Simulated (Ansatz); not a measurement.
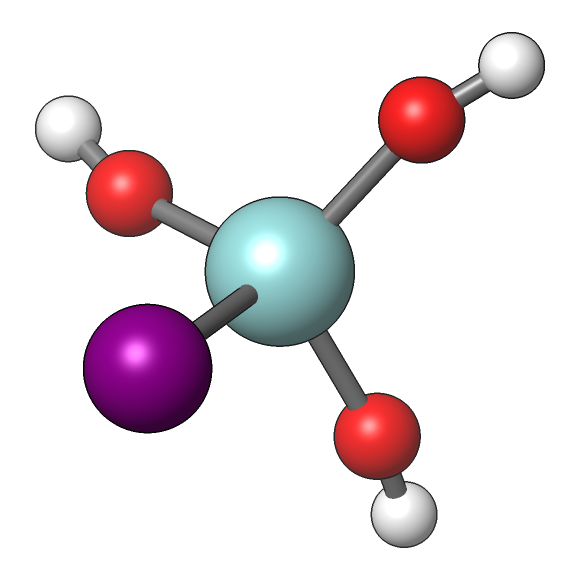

A ball-and-stick model of a molecule. Colours: oxygen red, zirconium light teal, iodine pink, hydrogen white.

Charge 0, singlet. The computed structure is the end point of a PBE0-D4/def2-TZVP optimisation.

Identify the structure.

Formula H₃IO₃Zr. As SMILES it reads `[OH][Zr]([OH])([OH])[I]`. Coordination, clear cases only: 1 Zr tetrahedral.

The parts below concern this one geometry. Atoms keep their numbers from picture to picture.

Electronic properties

Method: RKS ωB97M-V/def2-TZVPP, core potentials on I, Zr (Ansatz 0.2.0).

Give the HOMO–LUMO gap at this level.

9.85 eV.

Estimate the dipole moment.

4.25 D.

Give the HOMO energy (Kohn–Sham orbital) at this level.

−9.30 eV.

Charges

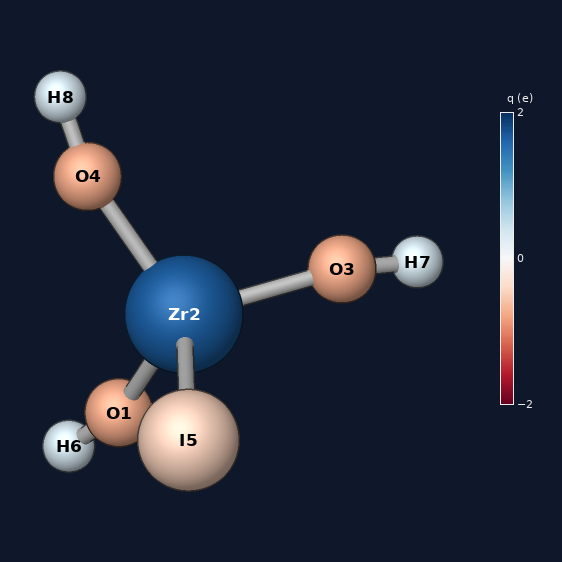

Atoms are coloured by their Mulliken charges. Level of theory: RKS PBE0-D4/def2-TZVP, core potentials on I, Zr (Ansatz 0.2.0).

Which atom carries the highest charge (most positive or least negative)?

Zr2 (1.65 e).

And the lowest?

O1, O3, O4 (−0.74 e).

List the Mulliken charges.

| atom | value (e) |
| --- | --- |
| O1 | −0.74 |
| Zr2 | 1.65 |
| O3 | −0.74 |
| O4 | −0.74 |
| I5 | −0.44 |
| H6 | 0.33 |
| H7 | 0.33 |
| H8 | 0.33 |

Vibrations

Harmonic vibrations computed with RKS PBE0-D4/def2-TZVP, core potentials on I, Zr (Ansatz 0.2.0) at a stationary point of the same level.

List the wavenumbers.

18 modes: 104, 104, 120, 136, 167, 167, 227, 227, 228, 258, 258, 321, 722, 722, 729, 3998, 3998, 4003 cm⁻¹.

Mulliken values depend strongly on the basis set and can even reverse the polarity of a bond.
